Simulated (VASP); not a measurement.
Band structure of Ti (hcp). All values below come from PW91 GGA, VASP's PBE PAW potentials (set 64) (plane waves; VASP 6.6.1).

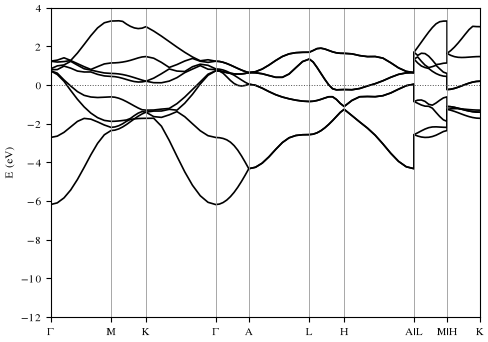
Figure: Bands along high-symmetry lines, zero at the valence-band maximum or, without a gap, the Fermi level

Problem. Read the plot: is there a gap, and where are the band edges?

Solution. It has no gap at this level: it comes out as a metal or semimetal. (Edges off the drawn lines would not show.)

The compound is Ti in the hcp structure. It was relaxed first.
